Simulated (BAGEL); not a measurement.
# [SF3]+ (SMILES F[S+](F)F): HF/3-21G (density fitting with cc-pvqz-jkfit)

Aim: the vertical ionisation energy of [SF3]+ at HF/3-21G (density fitting with cc-pvqz-jkfit), from 2 runs. 

The results are computed with BAGEL 1.2.2.

## 1. The system as given

The species is [SF3]+ (4 atoms), meant as a singlet with charge +1. SMILES: `F[S+](F)F`. Geometry: relaxed at PBE0-D4/def2-TZVP.

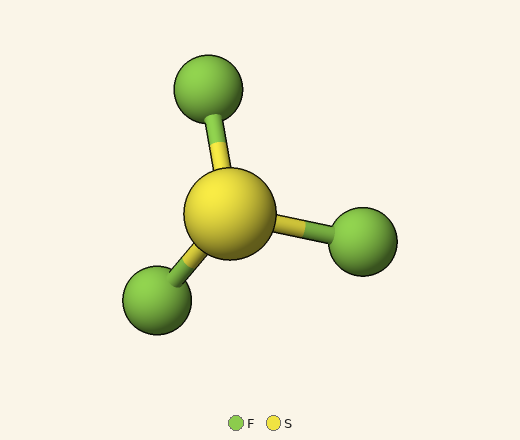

Viewed from a chosen angle; fluorine green, sulfur yellow.

## 2. The energy at HF/3-21G (density fitting with cc-pvqz-jkfit)

input.json

```json
{ "bagel": [

{
  "title": "molecule",
  "basis": "3-21g",
  "df_basis": "cc-pvqz-jkfit",
  "angstrom": "true",
  "geometry": [
    { "atom": "F", "xyz": [    0.623020,    0.191030,    1.167760 ] },
    { "atom": "S", "xyz": [    0.432770,   -0.058560,   -0.301740 ] },
    { "atom": "F", "xyz": [   -0.545420,   -1.197460,   -0.238600 ] },
    { "atom": "F", "xyz": [   -0.510370,    1.064990,   -0.627420 ] }
  ]
},
{ "title": "hf", "charge": 1 },
{ "title": "print", "file": "orbitals.molden", "orbitals": "true" }

]}
```

Launch:

```console
BAGEL_NUM_THREADS=1 BAGEL input.json > input.out
```

The log of the run:

```text
* using 1 threads per process

  ===============================================================
  ===============================================================

  *** Geometry ***

  { "atom" : "F", "xyz" : [      1.177337,      0.360994,      2.206747 ] },
  { "atom" : "S", "xyz" : [      0.817817,     -0.110662,     -0.570206 ] },
  { "atom" : "F", "xyz" : [     -1.030694,     -2.262871,     -0.450889 ] },
  { "atom" : "F", "xyz" : [     -0.964460,      2.012539,     -1.185652 ] },

  Number of auxiliary basis functions:      466

  Since a DF basis is specified, we compute 2- and 3-index integrals:
    o Being stored without compression. Storage requirement is 0.006 GB

  Number of basis functions:       40
  Number of electrons      :       43

    * METHOD: MOLECULE                             0.15

  *** RHF ***

  === Nuclear Repulsion ===
   208.1441922264

      * DIIS with orbital gradients will be used.

  === RHF iteration (3-21g) ===
      0       -691.53626830          0.03318489           0.03
      1       -691.70032809          0.02081906           0.03
      2       -691.75249172          0.00194700           0.03
      3       -691.75418799          0.00064518           0.03
      4       -691.75442968          0.00011456           0.03
      5       -691.75443788          0.00002136           0.03
      6       -691.75443801          0.00000361           0.03
      7       -691.75443802          0.00000141           0.03
      8       -691.75443802          0.00000029           0.03
      9       -691.75443802          0.00000006           0.03
     10       -691.75443802          0.00000002           0.03
     11       -691.75443802          0.00000001           0.03
    * SCF iteration converged.

    * Permanent dipole moment:
           (   -0.922797,     0.124867,     0.643400) a.u.

    * METHOD: HF                                   0.41

    * METHOD: PRINT                                0.01

  ===============================================================
```

Run time: 1.1 s. Hardware: 1 thread of AMD EPYC 7R43 (Zen 3), shared host; peak memory 0.081 GiB.

## 3. Doublet [SF3]2+ at the same level

input.json

```json
{ "bagel" : [

{
  "title" : "molecule",
  "basis" : "3-21g",
  "df_basis" : "cc-pvqz-jkfit",
  "angstrom" : true,
  "geometry" : [
    { "atom" : "F", "xyz" : [    0.623020,    0.191030,    1.167760 ] },
    { "atom" : "S", "xyz" : [    0.432770,   -0.058560,   -0.301740 ] },
    { "atom" : "F", "xyz" : [   -0.545420,   -1.197460,   -0.238600 ] },
    { "atom" : "F", "xyz" : [   -0.510370,    1.064990,   -0.627420 ] }
  ]
},
{
  "title" : "uhf",
  "charge" : 2,
  "nopen" : 1
},
{
  "title" : "print",
  "file" : "orbitals.molden",
  "orbitals" : true
}

]}
```

Launch:

```console
BAGEL_NUM_THREADS=1 BAGEL input.json > input.out
```

The log of the run:

```text
* using 1 threads per process

  ===============================================================
  ===============================================================

  *** Geometry ***

  { "atom" : "F", "xyz" : [      1.177337,      0.360994,      2.206747 ] },
  { "atom" : "S", "xyz" : [      0.817817,     -0.110662,     -0.570206 ] },
  { "atom" : "F", "xyz" : [     -1.030694,     -2.262871,     -0.450889 ] },
  { "atom" : "F", "xyz" : [     -0.964460,      2.012539,     -1.185652 ] },

  Number of auxiliary basis functions:      466

  Since a DF basis is specified, we compute 2- and 3-index integrals:
    o Being stored without compression. Storage requirement is 0.006 GB

  Number of basis functions:       40
  Number of electrons      :       43

    * METHOD: MOLECULE                             0.20

  *** Open-shell HF ***

  === Nuclear Repulsion ===
   208.1441922264

      * DIIS with orbital gradients will be used.

  === UHF iteration (3-21g) ===
      0       -690.58329960          0.07137863           0.06
      1       -690.81532927          0.05493439           0.06
      2       -690.87676632          0.03807664           0.05
      3       -690.92145107          0.00254538           0.05
      4       -690.92306939          0.00087795           0.06
      5       -690.92339876          0.00022789           0.05
      6       -690.92347294          0.00015628           0.06
      7       -690.92351697          0.00008432           0.06
      8       -690.92352492          0.00002487           0.06
      9       -690.92352518          0.00000892           0.05
     10       -690.92352520          0.00000241           0.06
     11       -690.92352520          0.00000115           0.06
     12       -690.92352520          0.00000054           0.06
     13       -690.92352520          0.00000034           0.06
     14       -690.92352520          0.00000021           0.06
     15       -690.92352520          0.00000010           0.08
     16       -690.92352520          0.00000004           0.08
     17       -690.92352520          0.00000002           0.08
     18       -690.92352520          0.00000001           0.08
     19       -690.92352520          0.00000001           0.08
    * SCF iteration converged.

    * S^2 (UHF) is 0.8000

    * Permanent dipole moment:
           (   -1.264807,     0.171143,     0.881879) a.u.

    * METHOD: UHF                                  1.31

    * METHOD: PRINT                                0.02

  ===============================================================
```

It took 2.1 s on 1 thread of AMD EPYC 7R43 (Zen 3), shared host; peak memory 0.081 GiB.

## 4. What came out

Level: HF/3-21G (density fitting with cc-pvqz-jkfit).

```
                                            quantity          value
                        singlet [SF3]+: total energy  -691.75444 Eh
                         singlet [SF3]+: HOMO energy      -23.58 eV
                         singlet [SF3]+: LUMO energy       -4.51 eV
                       singlet [SF3]+: HOMO–LUMO gap       19.07 eV
                       doublet [SF3]2+: total energy  -690.92353 Eh
                               doublet [SF3]2+: ⟨S²⟩          0.800
vertical ionisation energy (to the doublet dication)      22.610 eV
```

What this shows: The vertical ionisation energy comes to 22.61 eV (2182 kJ/mol). −ε(HOMO) before ionisation, 23.58 eV, is 0.97 eV above this ionisation energy.
